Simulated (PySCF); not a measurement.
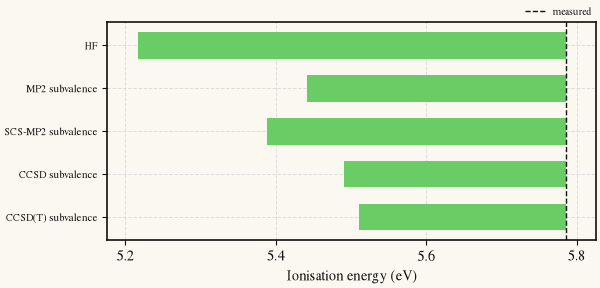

The ionisation energy of the In atom ([Kr] 4d¹⁰ 5s² 5p → [Kr] 4d¹⁰ 5s²) across levels of theory. PySCF, def2-TZVPPD with a 28-electron core potential, unrestricted single determinants, no spin-orbit coupling. Methods marked “subvalence” freeze no core electrons.

> Summarise the spread and list the values.

The values run from 5.216 eV (HF) to 5.511 eV (CCSD(T) subvalence). The measured value is 5.786 eV; nearest to it come CCSD(T) subvalence (−0.275) and CCSD subvalence (−0.296), furthest HF (−0.570 eV).

```
            Method  Ionisation energy (eV)
                HF                   5.216
    MP2 subvalence                   5.442
SCS-MP2 subvalence                   5.388
   CCSD subvalence                   5.491
CCSD(T) subvalence                   5.511
```

Known limits: spin-orbit shift not estimated.
